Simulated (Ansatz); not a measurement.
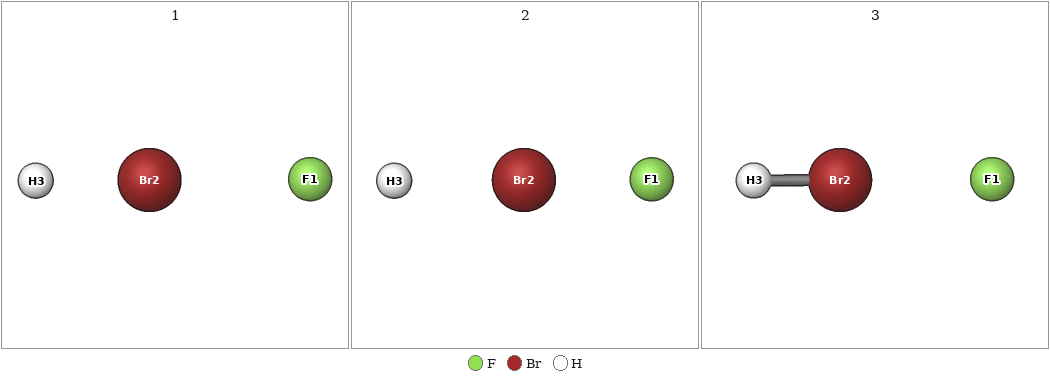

The system F⁻ + BrH. Coordinates scanned: (1) distance F1–Br2; (2) distance Br2–H3. Nothing is relaxed (the angle F1–Br2–H3 is fixed at 180 degrees). The scan uses a 17 × 17 grid. Energies are in kJ/mol, from F with charge -1 far from the relaxed BrH (each part in its own basis). The reference is spin-restricted, so regions where a bond is pulled apart into radicals lie too high. Computed with RHF/def2-TZVPD (Ansatz).

The numbered pictures are structures from this grid.

Rank them by energy, lowest first.

Answer. 3, at distance F1–Br2 = 2.526 Å, distance Br2–H3 = 1.435 Å: −34 kJ/mol; 1, at distance F1–Br2 = 2.669 Å, distance Br2–H3 = 1.891 Å: 106 kJ/mol; 2, at distance F1–Br2 = 2.123 Å, distance Br2–H3 = 2.155 Å: 166 kJ/mol.

The map, with the structures marked:

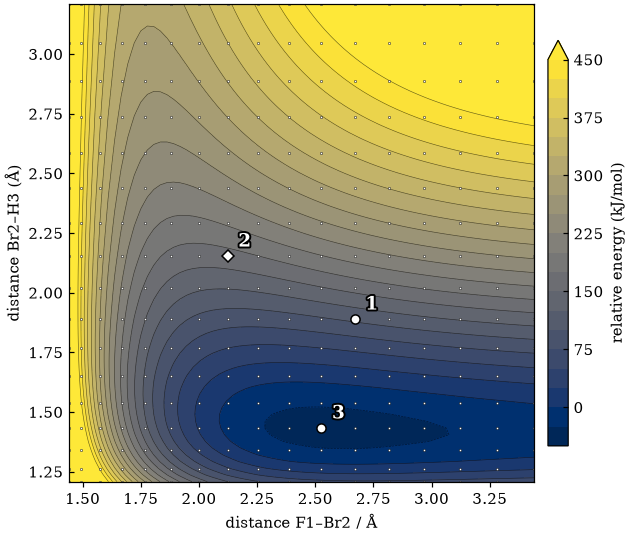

In the figure: filled contours, dots at the grid points, one colour for all values above the top of the scale. Between grid points the surface is interpolated.
